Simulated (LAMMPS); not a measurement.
System: a melt made from SiC (zinc blende), 512 atoms, at 2320 K and 0 GPa, brought to that temperature within a few picoseconds.

Level of theory: classical MD, pair style meam, file SiC.meam; code LAMMPS.

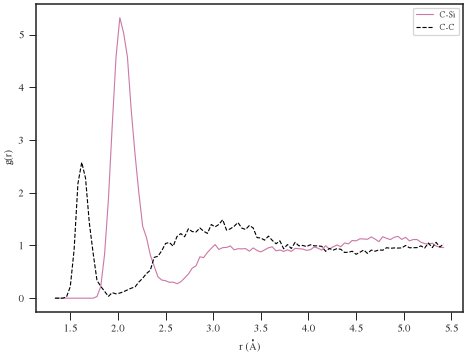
g(r) against r (Å)

Main features:
- state found: slow or partial motion within 42 ps, no clear phase
- first peak of g(r), C-Si: 2.04 Å, height 5.3
- coordination number of C by Si: 3.67 (counted to 2.58 Å)
- coordination number of Si by C: 3.67 (counted to 2.58 Å)
- first peak of g(r), C-C: 1.63 Å, height 2.6

Caution: enthalpy drifts during the constant-pressure average: a transition or slow ageing; fluctuation values are void. Caution: at ambient pressure real SiC sublimes or decomposes before or as it melts, so this liquid is the model's.
